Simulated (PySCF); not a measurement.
**Geometry relaxation, with input and output: CH3Si (part 2 of 2)**

CH3Si, multiplicity 2; PBE0/def2-TZVP, UKS, dispersion D4 (PySCF 2.14.0). 

Geometry of the input (Å):
```
C  -0.0889  -0.3572  -0.3653
Si 0.9127  0.2031  1.1208
H  0.2214  -1.3377  -0.7572
H  -0.0317  0.3969  -1.1687
H  0.1299  1.5265  1.2805
```

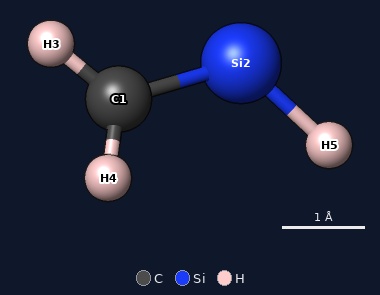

*The geometry at step 6 of the log (ball-and-stick view, seen at a tilt; atoms are numbered from 1 in the order of the input).*

Output, continued:
```
Geometry optimization cycle 7
Cartesian coordinates (Angstrom)
 Atom        New coordinates             dX        dY        dZ
   C   0.135988  -0.366800  -0.452475    0.019372  0.002851 -0.014937
  Si   0.610328   0.230097   1.077720   -0.058775 -0.000304 -0.001691
   H   0.269053  -1.394514  -0.769074    0.026874 -0.000681  0.001781
   H  -0.200137   0.317536  -1.228972   -0.032983 -0.015476 -0.008606
   H   0.328541   1.644650   1.481489    0.045525  0.013675  0.023316
converged SCF energy = -329.140412871301  <S^2> = 0.77613361  2S+1 = 2.0259651
--------------- DFUKS_Scanner gradients ---------------
         x                y                z
0 C    -0.0025516797    -0.0013996024     0.0000013747
1 Si     0.0021987592     0.0014574223     0.0015934683
2 H    -0.0000866858     0.0000180360    -0.0010600206
3 H     0.0011576461    -0.0001467753    -0.0011350121
4 H    -0.0007142611     0.0000694186     0.0006011252
----------------------------------------------
cycle 7: E = -329.140412871  dE = -0.000754513  norm(grad) = 0.00475663
Step    6 : Displace = 4.236e-02/6.123e-02 (rms/max) Trust = 1.031e-01 (=) Grad = 2.127e-03/3.082e-03 (rms/max) E (change) = -329.1404128713 (-7.545e-04) Quality = 1.504
Hessian Eigenvalues: 9.59107e-03 4.99999e-02 4.99999e-02 ... 3.29832e-01 3.33590e-01 4.33097e-01

Geometry optimization cycle 8
Cartesian coordinates (Angstrom)
 Atom        New coordinates             dX        dY        dZ
   C   0.165952  -0.357721  -0.467825    0.029965  0.009079 -0.015350
  Si   0.550677   0.223655   1.082444   -0.059650 -0.006442  0.004723
   H   0.294196  -1.390851  -0.765664    0.025142  0.003663  0.003410
   H  -0.240500   0.304299  -1.227929   -0.040363 -0.013237  0.001043
   H   0.373099   1.651660   1.487355    0.044558  0.007009  0.005866
converged SCF energy = -329.140620234056  <S^2> = 0.77817493  2S+1 = 2.0279792
--------------- DFUKS_Scanner gradients ---------------
         x                y                z
0 C     0.0012166756    -0.0000009584     0.0029777450
1 Si    -0.0014847696     0.0008339140    -0.0036320942
2 H    -0.0002322634     0.0002197926    -0.0003666630
3 H    -0.0000002728    -0.0004042572     0.0000395702
4 H     0.0004992689    -0.0006463669     0.0009841122
----------------------------------------------
cycle 8: E = -329.140620234  dE = -0.000207363  norm(grad) = 0.00533634
Step    7 : Displace = 4.311e-02/6.472e-02 (rms/max) Trust = 1.459e-01 (+) Grad = 2.386e-03/4.011e-03 (rms/max) E (change) = -329.1406202341 (-2.074e-04) Quality = 0.737
Hessian Eigenvalues: 1.12225e-02 4.99999e-02 5.00000e-02 ... 3.30762e-01 3.34981e-01 4.52316e-01

Geometry optimization cycle 9
Cartesian coordinates (Angstrom)
 Atom        New coordinates             dX        dY        dZ
   C   0.161264  -0.359518  -0.463315   -0.004689 -0.001797  0.004510
  Si   0.564772   0.218462   1.087582    0.014095 -0.005193  0.005138
   H   0.290792  -1.390771  -0.768263   -0.003404  0.000081 -0.002598
   H  -0.235991   0.312611  -1.219980    0.004509  0.008312  0.007949
   H   0.362668   1.650219   1.472369   -0.010431 -0.001441 -0.014986
converged SCF energy = -329.140678543466  <S^2> = 0.77905269  2S+1 = 2.0288447
--------------- DFUKS_Scanner gradients ---------------
         x                y                z
0 C    -0.0000682150     0.0002649109     0.0008795391
1 Si    -0.0000183317     0.0000486835    -0.0006296345
2 H    -0.0000126200    -0.0000664824    -0.0001764160
3 H     0.0001114455    -0.0001519803    -0.0002636099
4 H    -0.0000122783    -0.0000936702     0.0001934722
----------------------------------------------
cycle 9: E = -329.140678543  dE = -5.83094e-05  norm(grad) = 0.00119776
Step    8 : Displace = 1.264e-02/1.828e-02 (rms/max) Trust = 1.459e-01 (=) Grad = 5.357e-04/9.211e-04 (rms/max) E (change) = -329.1406785435 (-5.831e-05) Quality = 1.078
Hessian Eigenvalues: 1.28313e-02 4.99998e-02 5.00000e-02 ... 3.29011e-01 3.34009e-01 4.43964e-01

Geometry optimization cycle 10
Cartesian coordinates (Angstrom)
 Atom        New coordinates             dX        dY        dZ
   C   0.163748  -0.359366  -0.463917    0.002484  0.000151 -0.000602
  Si   0.562391   0.216270   1.089843   -0.002381 -0.002192  0.002261
   H   0.292193  -1.390480  -0.769106    0.001401  0.000290 -0.000843
   H  -0.239170   0.313951  -1.216334   -0.003179  0.001341  0.003646
   H   0.364343   1.650550   1.467713    0.001676  0.000331 -0.004656
converged SCF energy = -329.140683836534  <S^2> = 0.77925849  2S+1 = 2.0290476
--------------- DFUKS_Scanner gradients ---------------
         x                y                z
0 C    -0.0000763942     0.0002543993     0.0001535910
1 Si     0.0000663853    -0.0000957378    -0.0000651347
2 H     0.0000016919    -0.0000122361     0.0000112247
3 H     0.0000367274    -0.0001196727    -0.0001043518
4 H    -0.0000286748    -0.0000251878     0.0000079318
----------------------------------------------
cycle 10: E = -329.140683837  dE = -5.29307e-06  norm(grad) = 0.000374591
Step    9 : Displace = 3.787e-03/4.809e-03 (rms/max) Trust = 2.063e-01 (+) Grad = 1.675e-04/3.068e-04 (rms/max) E (change) = -329.1406838365 (-5.293e-06) Quality = 1.242
Hessian Eigenvalues: 1.06996e-02 4.99954e-02 5.00000e-02 ... 3.30266e-01 3.33845e-01 4.42276e-01

Geometry optimization cycle 11
Cartesian coordinates (Angstrom)
 Atom        New coordinates             dX        dY        dZ
   C   0.164681  -0.359750  -0.464162    0.000933 -0.000383 -0.000244
  Si   0.560879   0.215674   1.090540   -0.001512 -0.000596  0.000697
   H   0.292957  -1.390659  -0.769925    0.000764 -0.000179 -0.000819
   H  -0.240413   0.314548  -1.214549   -0.001242  0.000597  0.001785
   H   0.365420   1.650995   1.466049    0.001077  0.000445 -0.001664
converged SCF energy = -329.140684599434  <S^2> = 0.7792883  2S+1 = 2.0290769
--------------- DFUKS_Scanner gradients ---------------
         x                y                z
0 C    -0.0000573096     0.0001468750    -0.0000623495
1 Si     0.0000365628    -0.0000772047     0.0000583934
2 H     0.0000227144    -0.0000179432     0.0000502962
3 H     0.0000022137    -0.0000540858    -0.0000292588
4 H    -0.0000046107     0.0000039940    -0.0000138827
----------------------------------------------
cycle 11: E = -329.140684599  dE = -7.629e-07  norm(grad) = 0.000216414
Step   10 : Displace = 1.689e-03/2.143e-03 (rms/max) Trust = 2.917e-01 (+) Grad = 9.678e-05/1.695e-04 (rms/max) E (change) = -329.1406845994 (-7.629e-07) Quality = 1.224
Hessian Eigenvalues: 1.13542e-02 4.99356e-02 5.00000e-02 ... 3.31187e-01 3.33756e-01 4.46643e-01

Geometry optimization cycle 12
Cartesian coordinates (Angstrom)
 Atom        New coordinates             dX        dY        dZ
   C   0.165024  -0.360179  -0.464094    0.000343 -0.000429  0.000068
  Si   0.560691   0.215616   1.090647   -0.000188 -0.000058  0.000108
   H   0.292880  -1.390890  -0.770584   -0.000078 -0.000231 -0.000660
   H  -0.240478   0.314910  -1.213591   -0.000065  0.000362  0.000958
   H   0.365440   1.651216   1.465308    0.000020  0.000221 -0.000740
converged SCF energy = -329.140684797507  <S^2> = 0.77928196  2S+1 = 2.0290707
--------------- DFUKS_Scanner gradients ---------------
         x                y                z
0 C    -0.0000275345     0.0000672201    -0.0000885510
1 Si     0.0000180878    -0.0000383761     0.0000636745
2 H     0.0000148666    -0.0000187957     0.0000364948
3 H    -0.0000066462    -0.0000203684    -0.0000012915
4 H     0.0000007389     0.0000119796    -0.0000071481
----------------------------------------------
cycle 12: E = -329.140684798  dE = -1.98073e-07  norm(grad) = 0.000146746
Step   11 : Displace = 7.009e-04/1.065e-03 (rms/max) Trust = 3.000e-01 (+) Grad = 6.563e-05/1.145e-04 (rms/max) E (change) = -329.1406847975 (-1.981e-07) Quality = 1.393
Hessian Eigenvalues: 1.13542e-02 4.99356e-02 5.00000e-02 ... 3.31187e-01 3.33756e-01 4.46643e-01
Converged! =D

converged: True
C           0.16502361       -0.36017855       -0.46409414
Si          0.56069125        0.21561603        1.09064729
H           0.29287983       -1.39088964       -0.77058449
H          -0.24047755        0.31491023       -1.21359088
H           0.36543966        1.65121611        1.46530834

WARN: HOMO -0.195865492987675 >= LUMO -0.195865492987675

converged SCF energy = -329.140684798178  <S^2> = 0.7792616  2S+1 = 2.0290506
E = -329.1406847982 Eh
```

Trajectory as extended XYZ (Å, eV, eV/Å), 12 frames, from step=0 to step=11:
```
5
Properties=species:S:1:pos:R:3:forces:R:3 step=0 energy=-8955.89889
C    -0.0889   -0.3572   -0.3653    2.3738  -0.0361   0.5758
Si    0.9127    0.2031    1.1208   -1.5410   0.3150  -1.1026
H     0.2214   -1.3377   -0.7572   -0.7714   0.0155  -0.0111
H    -0.0317    0.3969   -1.1687   -0.4354  -0.0831   0.1996
H     0.1299    1.5265    1.2805    0.3741  -0.2115   0.3382
5
Properties=species:S:1:pos:R:3:forces:R:3 step=1 energy=-8956.21521
C     0.0515   -0.3593   -0.4013    0.8932   0.2558   0.5446
Si    0.8786    0.2552    1.0972   -0.6852  -0.2363  -0.7429
H     0.1396   -1.3886   -0.7601   -0.1479   0.1851   0.0967
H    -0.0539    0.3750   -1.2085   -0.1796  -0.1195   0.0966
H     0.1277    1.5490    1.3827    0.1193  -0.0851   0.0049
5
Properties=species:S:1:pos:R:3:forces:R:3 step=2 energy=-8956.27784
C     0.1353   -0.3475   -0.4037   -0.1084  -0.1017  -0.0935
Si    0.8333    0.2358    1.0802   -0.0817   0.0807   0.0243
H     0.1251   -1.3757   -0.7437    0.0886  -0.0879  -0.0325
H    -0.0893    0.3760   -1.1866    0.0025   0.0321  -0.0177
H     0.1389    1.5427    1.3636    0.0990   0.0767   0.1192
5
Properties=species:S:1:pos:R:3:forces:R:3 step=3 energy=-8956.29300
C     0.1242   -0.3558   -0.4117    0.0292  -0.0310   0.0878
Si    0.7998    0.2362    1.0802   -0.1947   0.0211  -0.1977
H     0.1523   -1.3842   -0.7550    0.0676  -0.0279   0.0189
H    -0.1032    0.3645   -1.1972   -0.0018   0.0330   0.0122
H     0.1703    1.5705    1.3932    0.0998   0.0048   0.0787
5
Properties=species:S:1:pos:R:3:forces:R:3 step=4 energy=-8956.28703
C     0.0796   -0.3834   -0.4600    0.1692   0.1760  -0.9275
Si    0.5424    0.2724    1.0224    0.3779  -0.2167   1.1214
H     0.3171   -1.4028   -0.7587   -0.1827   0.1184   0.1779
H    -0.1842    0.2874   -1.2767   -0.2027  -0.1119  -0.0068
H     0.3891    1.6570    1.5813   -0.1619   0.0341  -0.3652
5
Properties=species:S:1:pos:R:3:forces:R:3 step=5 energy=-8956.34637
C     0.1166   -0.3697   -0.4375    0.2908   0.0878   0.1982
Si    0.6691    0.2304    1.0794   -0.3104  -0.0687  -0.3811
H     0.2422   -1.3938   -0.7709   -0.0002   0.0043   0.0630
H    -0.1672    0.3330   -1.2204   -0.0779   0.0091   0.0933
H     0.2830    1.6310    1.4582    0.0977  -0.0323   0.0268
5
Properties=species:S:1:pos:R:3:forces:R:3 step=6 energy=-8956.36690
C     0.1360   -0.3668   -0.4525    0.1312   0.0720  -0.0001
Si    0.6103    0.2301    1.0777   -0.1131  -0.0749  -0.0819
H     0.2691   -1.3945   -0.7691    0.0045  -0.0009   0.0545
H    -0.2001    0.3175   -1.2290   -0.0595   0.0075   0.0584
H     0.3285    1.6446    1.4815    0.0367  -0.0036  -0.0309
5
Properties=species:S:1:pos:R:3:forces:R:3 step=7 energy=-8956.37255
C     0.1660   -0.3577   -0.4678   -0.0626   0.0000  -0.1531
Si    0.5507    0.2237    1.0824    0.0764  -0.0429   0.1868
H     0.2942   -1.3909   -0.7657    0.0119  -0.0113   0.0189
H    -0.2405    0.3043   -1.2279    0.0000   0.0208  -0.0020
H     0.3731    1.6517    1.4874   -0.0257   0.0332  -0.0506
5
Properties=species:S:1:pos:R:3:forces:R:3 step=8 energy=-8956.37413
C     0.1613   -0.3595   -0.4633    0.0035  -0.0136  -0.0452
Si    0.5648    0.2185    1.0876    0.0009  -0.0025   0.0324
H     0.2908   -1.3908   -0.7683    0.0006   0.0034   0.0091
H    -0.2360    0.3126   -1.2200   -0.0057   0.0078   0.0136
H     0.3627    1.6502    1.4724    0.0006   0.0048  -0.0099
5
Properties=species:S:1:pos:R:3:forces:R:3 step=9 energy=-8956.37428
C     0.1637   -0.3594   -0.4639    0.0039  -0.0131  -0.0079
Si    0.5624    0.2163    1.0898   -0.0034   0.0049   0.0033
H     0.2922   -1.3905   -0.7691   -0.0001   0.0006  -0.0006
H    -0.2392    0.3140   -1.2163   -0.0019   0.0062   0.0054
H     0.3643    1.6505    1.4677    0.0015   0.0013  -0.0004
5
Properties=species:S:1:pos:R:3:forces:R:3 step=10 energy=-8956.37430
C     0.1647   -0.3598   -0.4642    0.0029  -0.0076   0.0032
Si    0.5609    0.2157    1.0905   -0.0019   0.0040  -0.0030
H     0.2930   -1.3907   -0.7699   -0.0012   0.0009  -0.0026
H    -0.2404    0.3145   -1.2145   -0.0001   0.0028   0.0015
H     0.3654    1.6510    1.4660    0.0002  -0.0002   0.0007
5
Properties=species:S:1:pos:R:3:forces:R:3 step=11 energy=-8956.37430
C     0.1650   -0.3602   -0.4641    0.0014  -0.0035   0.0046
Si    0.5607    0.2156    1.0906   -0.0009   0.0020  -0.0033
H     0.2929   -1.3909   -0.7706   -0.0008   0.0010  -0.0019
H    -0.2405    0.3149   -1.2136    0.0003   0.0010   0.0001
H     0.3654    1.6512    1.4653    0.0000  -0.0006   0.0004
```

Results in brief:

- outcome: converged
- total energy: −329.140685 hartree
- dispersion energy: −0.002031 hartree
- basis functions: 86
- ⟨S²⟩: 0.779
- dipole moment: 0.63 D
- hardware: 1 thread of Arm Neoverse V2, 24 GiB of memory available, shared host
- wall time: 2.6 min
- peak memory: 0.83 GiB
